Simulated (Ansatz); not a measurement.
## Geometry relaxation, with input and output: N$_{4}$O$_{2}$ (part 2 of 2)

Continued. System: N$_{4}$O$_{2}$, SMILES [N-]=[N+]=O.[N-]=[N+]=O. Method: RKS PBE0-D4/def2-TZVPP (Ansatz 0.2.0). 

Geometry of the input (Å):
```
N  0.6209  0.8811  0.1894
N  1.0547  1.5300  -0.6491
O  1.5050  2.2036  -1.5155
N  -1.0444  -1.5561  1.9045
N  -1.0795  -1.5693  0.7599
O  -1.1165  -1.5836  -0.4269
```

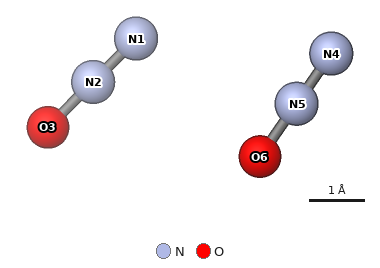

*The geometry at step 27 of the log (ball-and-stick view, seen at a tilt; atoms are numbered from 1 in the order of the input).*

## Trajectory as extended XYZ, continued
```
6
Properties=species:S:1:pos:R:3:forces:R:3 step=11 energy=-10043.57375
N     0.6955    0.9864    0.2570    0.0252   0.0381  -0.0635
N     1.0672    1.5476   -0.6364   -0.0001  -0.0006   0.0150
O     1.4589    2.1389   -1.5720   -0.0247  -0.0370   0.0496
N    -1.0784   -1.6044    1.8747   -0.0024  -0.0022  -0.0388
N    -1.0935   -1.5893    0.7572    0.0036   0.0052  -0.0038
O    -1.1095   -1.5735   -0.4181   -0.0015  -0.0035   0.0415
6
Properties=species:S:1:pos:R:3:forces:R:3 step=12 energy=-10043.57381
N     0.7036    0.9976    0.2701    0.0169   0.0260  -0.0520
N     1.0673    1.5476   -0.6334    0.0066   0.0094   0.0027
O     1.4508    2.1275   -1.5794   -0.0248  -0.0371   0.0496
N    -1.0800   -1.6065    1.8717   -0.0030  -0.0034  -0.0236
N    -1.0936   -1.5893    0.7543    0.0048   0.0072  -0.0105
O    -1.1079   -1.5711   -0.4209   -0.0007  -0.0020   0.0337
6
Properties=species:S:1:pos:R:3:forces:R:3 step=13 energy=-10043.57392
N     0.7086    1.0043    0.2857    0.0128   0.0197  -0.0422
N     1.0630    1.5414   -0.6291    0.0092   0.0133  -0.0024
O     1.4369    2.1078   -1.5869   -0.0226  -0.0338   0.0452
N    -1.0832   -1.6110    1.8672   -0.0027  -0.0038  -0.0009
N    -1.0894   -1.5831    0.7501    0.0048   0.0072  -0.0124
O    -1.0958   -1.5537   -0.4247   -0.0016  -0.0026   0.0127
6
Properties=species:S:1:pos:R:3:forces:R:3 step=14 energy=-10043.57402
N     0.7217    1.0220    0.3208    0.0363   0.0555  -0.1090
N     1.0548    1.5294   -0.6193   -0.0015  -0.0029   0.0246
O     1.4063    2.0646   -1.6038   -0.0348  -0.0526   0.0850
N    -1.0894   -1.6197    1.8573   -0.0019  -0.0014  -0.0386
N    -1.0810   -1.5709    0.7406    0.0034   0.0040   0.0236
O    -1.0722   -1.5196   -0.4335   -0.0015  -0.0026   0.0143
6
Properties=species:S:1:pos:R:3:forces:R:3 step=15 energy=-10043.57413
N     0.7264    1.0285    0.3264    0.0097   0.0150  -0.0355
N     1.0550    1.5295   -0.6179    0.0143   0.0212  -0.0238
O     1.4017    2.0581   -1.6073   -0.0249  -0.0376   0.0598
N    -1.0914   -1.6225    1.8559   -0.0018  -0.0018  -0.0218
N    -1.0811   -1.5710    0.7396    0.0034   0.0048   0.0014
O    -1.0703   -1.5169   -0.4345   -0.0008  -0.0017   0.0199
6
Properties=species:S:1:pos:R:3:forces:R:3 step=16 energy=-10043.57427
N     0.7319    1.0358    0.3419    0.0005   0.0008  -0.0019
N     1.0500    1.5222   -0.6133    0.0138   0.0208  -0.0311
O     1.3855    2.0350   -1.6143   -0.0143  -0.0215   0.0342
N    -1.0959   -1.6287    1.8507   -0.0008  -0.0007  -0.0143
N    -1.0759   -1.5634    0.7353    0.0021   0.0034  -0.0139
O    -1.0552   -1.4952   -0.4381   -0.0014  -0.0029   0.0271
6
Properties=species:S:1:pos:R:3:forces:R:3 step=17 energy=-10043.57321 accepted=F
N     0.7597    1.0735    0.4062    0.1175   0.1816  -0.4106
N     1.0353    1.5005   -0.5936   -0.0384  -0.0590   0.1243
O     1.3251    1.9496   -1.6419   -0.0786  -0.1218   0.2873
N    -1.1061   -1.6427    1.8294    0.0073   0.0153  -0.1478
N    -1.0604   -1.5407    0.7165   -0.0051  -0.0083   0.0345
O    -1.0132   -1.4346   -0.4544   -0.0028  -0.0078   0.1123
6
Properties=species:S:1:pos:R:3:forces:R:3 step=18 energy=-10043.57446
N     0.7451    1.0537    0.3733    0.0222   0.0339  -0.0662
N     1.0427    1.5114   -0.6032   -0.0103  -0.0157   0.0305
O     1.3559    1.9931   -1.6265   -0.0118  -0.0181   0.0364
N    -1.0992   -1.6330    1.8396    0.0004   0.0011  -0.0159
N    -1.0681   -1.5520    0.7255   -0.0011  -0.0019   0.0076
O    -1.0361   -1.4675   -0.4464    0.0006   0.0006   0.0075
6
Properties=species:S:1:pos:R:3:forces:R:3 step=19 energy=-10043.57428 accepted=F
N     0.7612    1.0756    0.4069    0.0655   0.1010  -0.2216
N     1.0346    1.4996   -0.5931   -0.0204  -0.0310   0.0548
O     1.3221    1.9454   -1.6418   -0.0447  -0.0694   0.1681
N    -1.1075   -1.6445    1.8281    0.0050   0.0098  -0.0802
N    -1.0598   -1.5397    0.7161   -0.0046  -0.0070   0.0163
O    -1.0105   -1.4308   -0.4539   -0.0009  -0.0034   0.0627
6
Properties=species:S:1:pos:R:3:forces:R:3 step=20 energy=-10043.57459
N     0.7535    1.0652    0.3891    0.0202   0.0309  -0.0592
N     1.0391    1.5061   -0.5986   -0.0086  -0.0130   0.0197
O     1.3395    1.9699   -1.6340   -0.0116  -0.0179   0.0405
N    -1.1040   -1.6397    1.8342    0.0016   0.0031  -0.0262
N    -1.0644   -1.5464    0.7212   -0.0021  -0.0032   0.0067
O    -1.0235   -1.4494   -0.4496    0.0005   0.0000   0.0184
6
Properties=species:S:1:pos:R:3:forces:R:3 step=21 energy=-10043.57467
N     0.7693    1.0869    0.4166    0.0390   0.0603  -0.1369
N     1.0340    1.4985   -0.5901   -0.0151  -0.0229   0.0395
O     1.3123    1.9314   -1.6457   -0.0249  -0.0388   0.0982
N    -1.1096   -1.6474    1.8244    0.0033   0.0062  -0.0467
N    -1.0590   -1.5385    0.7131   -0.0036  -0.0057   0.0191
O    -1.0067   -1.4252   -0.4559    0.0013   0.0009   0.0269
6
Properties=species:S:1:pos:R:3:forces:R:3 step=22 energy=-10043.57483
N     0.7723    1.0910    0.4208    0.0204   0.0316  -0.0705
N     1.0328    1.4968   -0.5887   -0.0094  -0.0142   0.0229
O     1.3069    1.9237   -1.6471   -0.0121  -0.0190   0.0485
N    -1.1110   -1.6493    1.8223    0.0020   0.0037  -0.0250
N    -1.0579   -1.5369    0.7117   -0.0025  -0.0039   0.0120
O    -1.0028   -1.4196   -0.4567    0.0016   0.0019   0.0122
6
Properties=species:S:1:pos:R:3:forces:R:3 step=23 energy=-10043.57485
N     0.7722    1.0909    0.4206    0.0192   0.0296  -0.0662
N     1.0324    1.4962   -0.5891   -0.0084  -0.0128   0.0236
O     1.3063    1.9229   -1.6476   -0.0115  -0.0180   0.0438
N    -1.1124   -1.6513    1.8222    0.0015   0.0027  -0.0159
N    -1.0576   -1.5364    0.7120   -0.0019  -0.0029   0.0086
O    -1.0006   -1.4165   -0.4559    0.0011   0.0014   0.0060
6
Properties=species:S:1:pos:R:3:forces:R:3 step=24 energy=-10043.57506
N     0.7831    1.1057    0.4423    0.0129   0.0203  -0.0549
N     1.0255    1.4862   -0.5814   -0.0022  -0.0039   0.0208
O     1.2814    1.8874   -1.6541   -0.0111  -0.0171   0.0354
N    -1.1157   -1.6558    1.8124    0.0003   0.0007  -0.0097
N    -1.0509   -1.5266    0.7044    0.0000  -0.0002   0.0061
O    -0.9831   -1.3913   -0.4613    0.0002   0.0002   0.0023
6
Properties=species:S:1:pos:R:3:forces:R:3 step=25 energy=-10043.55837 accepted=F
N     0.7869    1.1114    0.4369   -0.1423  -0.2270   0.7139
N     1.0280    1.4898   -0.5823   -0.2338  -0.3608   0.7996
O     1.2734    1.8757   -1.6430    0.3737   0.5843  -1.5118
N    -1.1156   -1.6555    1.8096   -0.0024  -0.0069   0.1070
N    -1.0499   -1.5251    0.7026   -0.0076  -0.0116   0.0225
O    -0.9826   -1.3905   -0.4616    0.0124   0.0220  -0.1313
6
Properties=species:S:1:pos:R:3:forces:R:3 step=26 energy=-10043.57513
N     0.7861    1.1099    0.4463    0.0016   0.0025  -0.0065
N     1.0247    1.4850   -0.5799   -0.0008  -0.0014   0.0099
O     1.2765    1.8805   -1.6552   -0.0017  -0.0023  -0.0022
N    -1.1164   -1.6567    1.8105   -0.0003  -0.0004  -0.0013
N    -1.0500   -1.5253    0.7029    0.0005   0.0006   0.0011
O    -0.9806   -1.3876   -0.4624    0.0006   0.0009  -0.0010
6
Properties=species:S:1:pos:R:3:forces:R:3 step=27 energy=-10043.57492 accepted=F
N     0.8102    1.1428    0.4932    0.0573   0.0923  -0.3169
N     1.0093    1.4623   -0.5625   -0.0176  -0.0300   0.1450
O     1.2203    1.8006   -1.6678   -0.0390  -0.0615   0.1733
N    -1.1231   -1.6655    1.7882    0.0051   0.0105  -0.0939
N    -1.0348   -1.5029    0.6856    0.0015   0.0012   0.0267
O    -0.9416   -1.3315   -0.4745   -0.0073  -0.0125   0.0659
6
Properties=species:S:1:pos:R:3:forces:R:3 step=28 energy=-10043.55434 accepted=F
N     0.7888    1.1138    0.4449   -0.2850  -0.4647   1.7363
N     1.0321    1.4950   -0.5627    0.2710   0.4620  -2.2652
O     1.2620    1.8601   -1.6616    0.0125   0.0006   0.5278
N    -1.1192   -1.6605    1.8059    0.0206   0.0214   0.2307
N    -1.0454   -1.5188    0.7019   -0.0476  -0.0543  -0.3900
O    -0.9781   -1.3839   -0.4660    0.0286   0.0351   0.1604
6
Properties=species:S:1:pos:R:3:forces:R:3 step=29 energy=-10043.57519
N     0.7893    1.1142    0.4523    0.0017   0.0026  -0.0051
N     1.0228    1.4822   -0.5776   -0.0008  -0.0015   0.0080
O     1.2691    1.8700   -1.6569   -0.0015  -0.0022  -0.0017
N    -1.1175   -1.6582    1.8076   -0.0003  -0.0004  -0.0015
N    -1.0481   -1.5224    0.7007    0.0005   0.0007   0.0005
O    -0.9753   -1.3801   -0.4638    0.0005   0.0007  -0.0003
6
Properties=species:S:1:pos:R:3:forces:R:3 step=30 energy=-10043.57537
N     0.8011    1.1305    0.4745    0.0185   0.0296  -0.0940
N     1.0155    1.4714   -0.5695   -0.0100  -0.0167   0.0724
O     1.2420    1.8314   -1.6630   -0.0086  -0.0131   0.0230
N    -1.1213   -1.6632    1.7969    0.0008   0.0021  -0.0287
N    -1.0408   -1.5118    0.6926    0.0012   0.0013   0.0118
O    -0.9562   -1.3525   -0.4692   -0.0019  -0.0032   0.0154
6
Properties=species:S:1:pos:R:3:forces:R:3 step=31 energy=-10043.57538
N     0.8183    1.1540    0.5062    0.0449   0.0720  -0.2343
N     1.0039    1.4544   -0.5568   -0.0208  -0.0336   0.1146
O     1.1993    1.7706   -1.6707   -0.0222  -0.0358   0.1218
N    -1.1277   -1.6719    1.7796    0.0059   0.0112  -0.0800
N    -1.0288   -1.4942    0.6803   -0.0005  -0.0016   0.0234
O    -0.9247   -1.3072   -0.4763   -0.0073  -0.0122   0.0545
6
Properties=species:S:1:pos:R:3:forces:R:3 step=32 energy=-10043.57574
N     0.8333    1.1751    0.5148    0.0154   0.0251  -0.0938
N     1.0075    1.4595   -0.5534   -0.0111  -0.0173   0.0453
O     1.1909    1.7586   -1.6732   -0.0073  -0.0121   0.0480
N    -1.1292   -1.6738    1.7765    0.0007   0.0017  -0.0207
N    -1.0321   -1.4988    0.6771    0.0004   0.0001   0.0126
O    -0.9301   -1.3149   -0.4797    0.0019   0.0024   0.0086
6
Properties=species:S:1:pos:R:3:forces:R:3 step=33 energy=-10043.57593
N     0.8334    1.1751    0.5195   -0.0038  -0.0071   0.0521
N     1.0012    1.4504   -0.5509    0.0022   0.0046  -0.0463
O     1.1776    1.7397   -1.6738    0.0019   0.0028  -0.0043
N    -1.1337   -1.6801    1.7705   -0.0008  -0.0015   0.0101
N    -1.0257   -1.4896    0.6749   -0.0009  -0.0014   0.0021
O    -0.9125   -1.2898   -0.4779    0.0015   0.0026  -0.0136
6
Properties=species:S:1:pos:R:3:forces:R:3 step=34 energy=-10043.57606
N     0.8416    1.1864    0.5312    0.0033   0.0047  -0.0004
N     0.9968    1.4440   -0.5460   -0.0004  -0.0002  -0.0127
O     1.1603    1.7150   -1.6755   -0.0022  -0.0036   0.0146
N    -1.1363   -1.6836    1.7632    0.0015   0.0027  -0.0144
N    -1.0214   -1.4832    0.6699   -0.0016  -0.0026   0.0096
O    -0.9007   -1.2728   -0.4805   -0.0007  -0.0010   0.0033
6
Properties=species:S:1:pos:R:3:forces:R:3 step=35 energy=-10043.56909 accepted=F
N     0.8866    1.2490    0.5888    0.0795   0.1457  -0.9742
N     0.9757    1.4130   -0.5214   -0.0168  -0.0338   0.2990
O     1.0703    1.5865   -1.6852   -0.0571  -0.1039   0.6763
N    -1.1539   -1.7075    1.7251    0.0516   0.0855  -0.3558
N    -1.0000   -1.4518    0.6456   -0.0198  -0.0321   0.1152
O    -0.8385   -1.1834   -0.4906   -0.0374  -0.0614   0.2396
6
Properties=species:S:1:pos:R:3:forces:R:3 step=36 energy=-10043.57616
N     0.8533    1.2028    0.5439    0.0095   0.0157  -0.0628
N     0.9938    1.4394   -0.5406   -0.0023  -0.0037   0.0119
O     1.1419    1.6887   -1.6777   -0.0073  -0.0122   0.0517
N    -1.1395   -1.6879    1.7555    0.0019   0.0033  -0.0176
N    -1.0182   -1.4785    0.6646   -0.0013  -0.0021   0.0064
O    -0.8910   -1.2588   -0.4835   -0.0005  -0.0010   0.0104
6
Properties=species:S:1:pos:R:3:forces:R:3 step=37 energy=-10043.57621
N     0.8641    1.2179    0.5565    0.0133   0.0222  -0.0974
N     0.9886    1.4319   -0.5349   -0.0024  -0.0038   0.0121
O     1.1198    1.6572   -1.6794   -0.0101  -0.0173   0.0863
N    -1.1447   -1.6950    1.7460    0.0063   0.0106  -0.0468
N    -1.0129   -1.4707    0.6591   -0.0038  -0.0058   0.0144
O    -0.8747   -1.2355   -0.4850   -0.0034  -0.0059   0.0314
6
Properties=species:S:1:pos:R:3:forces:R:3 step=38 energy=-10043.57632
N     0.8719    1.2289    0.5603    0.0026   0.0043  -0.0169
N     0.9897    1.4333   -0.5331    0.0002   0.0010  -0.0229
O     1.1137    1.6484   -1.6798   -0.0039  -0.0068   0.0397
N    -1.1466   -1.6978    1.7438    0.0056   0.0093  -0.0402
N    -1.0138   -1.4720    0.6573   -0.0032  -0.0049   0.0106
O    -0.8746   -1.2352   -0.4863   -0.0013  -0.0029   0.0298
6
Properties=species:S:1:pos:R:3:forces:R:3 step=39 energy=-10043.57638
N     0.8755    1.2339    0.5641   -0.0008  -0.0020   0.0280
N     0.9864    1.4285   -0.5314    0.0006   0.0015  -0.0210
O     1.1031    1.6333   -1.6802    0.0009   0.0015  -0.0062
N    -1.1511   -1.7039    1.7385    0.0027   0.0043  -0.0145
N    -1.0105   -1.4672    0.6556   -0.0019  -0.0027   0.0003
O    -0.8631   -1.2188   -0.4843   -0.0015  -0.0026   0.0134
6
Properties=species:S:1:pos:R:3:forces:R:3 step=40 energy=-10043.57641
N     0.8834    1.2450    0.5705    0.0025   0.0039  -0.0114
N     0.9848    1.4262   -0.5285   -0.0021  -0.0032   0.0068
O     1.0915    1.6168   -1.6808    0.0001  -0.0001   0.0049
N    -1.1542   -1.7082    1.7334    0.0012   0.0019  -0.0037
N    -1.0088   -1.4647    0.6527   -0.0015  -0.0021  -0.0019
O    -0.8564   -1.2093   -0.4849   -0.0002  -0.0005   0.0052
6
Properties=species:S:1:pos:R:3:forces:R:3 step=41 energy=-10043.57642
N     0.8920    1.2571    0.5761    0.0029   0.0050  -0.0250
N     0.9837    1.4245   -0.5261   -0.0024  -0.0039   0.0124
O     1.0803    1.6007   -1.6817   -0.0002  -0.0007   0.0124
N    -1.1586   -1.7143    1.7284    0.0010   0.0016  -0.0031
N    -1.0077   -1.4630    0.6503   -0.0013  -0.0019  -0.0005
O    -0.8494   -1.1993   -0.4847    0.0000  -0.0001   0.0037
6
Properties=species:S:1:pos:R:3:forces:R:3 step=42 energy=-10043.57642
N     0.8908    1.2554    0.5743    0.0013   0.0020  -0.0062
N     0.9845    1.4258   -0.5271   -0.0015  -0.0022   0.0024
O     1.0832    1.6050   -1.6819    0.0003   0.0003   0.0038
N    -1.1586   -1.7144    1.7298    0.0007   0.0011  -0.0014
N    -1.0086   -1.4643    0.6512   -0.0010  -0.0014  -0.0007
O    -0.8512   -1.2018   -0.4841    0.0002   0.0002   0.0021
6
Properties=species:S:1:pos:R:3:forces:R:3 step=43 energy=-10043.57642
N     0.8913    1.2562    0.5743    0.0005   0.0008   0.0003
N     0.9847    1.4260   -0.5272   -0.0010  -0.0014  -0.0003
O     1.0830    1.6047   -1.6821    0.0005   0.0007   0.0001
N    -1.1591   -1.7151    1.7297    0.0004   0.0005   0.0003
N    -1.0087   -1.4645    0.6513   -0.0007  -0.0010  -0.0005
O    -0.8509   -1.2015   -0.4838    0.0004   0.0005   0.0002
```

## Key numbers

| quantity | value |
| --- | --- |
| outcome | converged |
| total energy | −10043.5764 eV |
| mean-field energy | −10043.5026 eV |
| SCF solution under orbital rotations | stable |
| largest force (length of the vector) at the end | 0.002 eV/Å |
| hardware | 4 threads of Intel Xeon @ 2.70GHz, 189 GiB of memory available, shared host |
| wall time | 93 s (CPU time 5.2 min) |
| peak memory | 0.38 GiB |
